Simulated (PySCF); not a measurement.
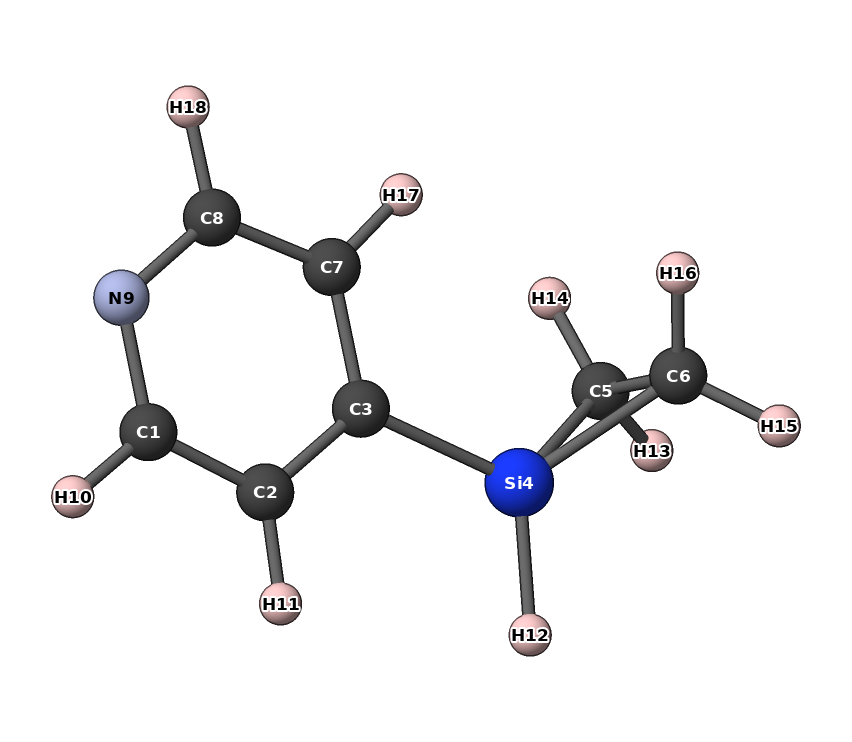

The questions are on isotropic NMR shieldings of the H atoms. The geometry was computed by an optimisation with PBE0-D3(BJ)/def2-SVP. No frequency run is at hand to confirm it as a minimum. Properties computed with GIAO PBE0/pcSseg-1 NMR shielding, non-relativistic, gas phase (PySCF 2.14.0).

Question: Which H atom is the most shielded (lowest chemical shift)?

Answer: H16 (30.42 ppm).

Question: Which H atom is the least shielded (highest chemical shift)?

Answer: H10 (22.57 ppm).

Question: How wide is the range of H shifts?

Answer: 7.85 ppm.

List the isotropic NMR shieldings of the H atoms.

| atom | σ (ppm) |
| --- | --- |
| H10 | 22.57 |
| H11 | 23.73 |
| H12 | 27.71 |
| H13 | 30.38 |
| H14 | 30.41 |
| H15 | 30.41 |
| H16 | 30.42 |
| H17 | 24.38 |
| H18 | 22.62 |
